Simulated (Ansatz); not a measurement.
How far to go with the plane-wave cutoff: CaSi (Cm, 4 atoms in the cell)

```yaml
crystal:
  lattice:
    - [2.28886, -5.37240, 0.00000]
    - [2.28886, 5.37240, 0.00000]
    - [0.00000, 0.00000, 3.92493]
  atoms:
    - { symbol: Ca, position: [0.13851, 0.86149, 0.26274] }
    - { symbol: Ca, position: [0.86149, 0.13851, 0.75000] }
    - { symbol: Si, position: [0.43155, 0.56845, 0.25000] }
    - { symbol: Si, position: [0.56845, 0.43155, 0.75000] }
```

Method: LDA (PW92), default PAW files made with PBE (plane waves; Ansatz, a quantum-chemistry and plane-wave program).

Base settings: basis.ecutwfc = 420 eV; kpoints.mp_grid.grid = 5 5 6; hamiltonian.xc = lda; hamiltonian.pseudopotentials = {kind: paw} (the program's default PAW files); scf.occupations.method = fermi_dirac; scf.occupations.width = 0.1 eV.

The second cell is the first with its lattice scaled by 0.98.

The mesh stays at the base's, so the ladder's end is converged at best in this setting alone.

The first pressure column holds Ansatz's estimate of the finite-basis (Pulay) stress, which hides part of the cutoff error; the other is without it.

Only quantities that move along the ladder and can be compared are tabulated.

The count of work is k-points × plane waves × bands × iterations; it is no time. 

The starting cell comes from a database of computed structures (which also holds hypothetical and non-ambient phases and stackings), without a prior relaxation at this level. Its lattice was rescaled by up to half a per cent. One atom was moved a little off its site on purpose. In the base run, with a pressure of about -4 GPa the cell is away from its equilibrium volume at this level.

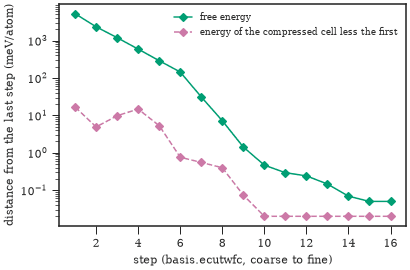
*Distance from the last step along the ladder; very small values are drawn at a floor.*

```csv
basis.ecutwfc,free energy less the last step's (meV/atom),energy of the compressed cell less the first (meV/atom),pressure (GPa),pressure without the Pulay estimate (GPa),largest difference of a force vector from the last step's (eV/Å),count of work / last
145 eV,5224.20,-7.43,-2.56,-109.58,0.281,0.063
170 eV,2335.86,-19.24,-2.38,-60.01,0.196,0.081
190 eV,1194.02,-14.38,-2.49,-36.80,0.108,0.093
210 eV,590.90,-9.41,-3.03,-22.63,0.076,0.11
230 eV,289.56,-18.85,-3.88,-14.34,0.033,0.13
250 eV,144.25,-23.39,-4.25,-9.73,0.012,0.12
295 eV,31.15,-23.59,-4.12,-5.56,0.009,0.16
335 eV,7.19,-23.75,-4.17,-4.56,0.005,0.19
380 eV,1.42,-24.07,-4.21,-4.29,0.002,0.23
420 eV,0.47,-24.13,-4.21,-4.23,0.000,0.27
460 eV,0.29,-24.13,-4.21,-4.22,0.000,0.31
505 eV,0.24,-24.13,-4.21,-4.22,0.000,0.35
565 eV,0.15,-24.14,-4.21,-4.22,0.000,0.42
630 eV,0.07,-24.14,-4.21,-4.22,0.000,0.49
735 eV,0.04,-24.15,-4.21,-4.22,0.000,0.62
840 eV,0.02,-24.15,-4.21,-4.22,0.000,0.76
1010 eV,0.00,-24.15,-4.21,-4.22,0.000,1.0
```

Coarsest basis.ecutwfc that holds the pressure without the Pulay estimate within 1 GPa of the last step, with all finer ones: 335 eV, at 0.19 of the last step's count of work; the step before is off by 1.3 GPa.

Coarsest basis.ecutwfc that holds the forces within 0.02 eV/Å of the last step, with all finer ones: 250 eV, at 0.12 of the last step's count of work; the step before is off by 0.033 eV/Å.

Coarsest basis.ecutwfc that holds the energy of the compressed cell less the first within 2 meV/atom of the last step, with all finer ones: 250 eV, at 0.12 of the last step's count of work; the step before is off by 5.3 meV/atom.

The energy difference between the two cells stays within 1 meV/atom of the last step's from 250 eV on, the total only from 420 eV on: much of the error is common to both cells and cancels.

At the lowest cutoff the pressure without the Pulay estimate lies 105 GPa under the last step's, the usual sign of Pulay stress in an incomplete plane-wave basis.

Keys are those of Ansatz 0.2.
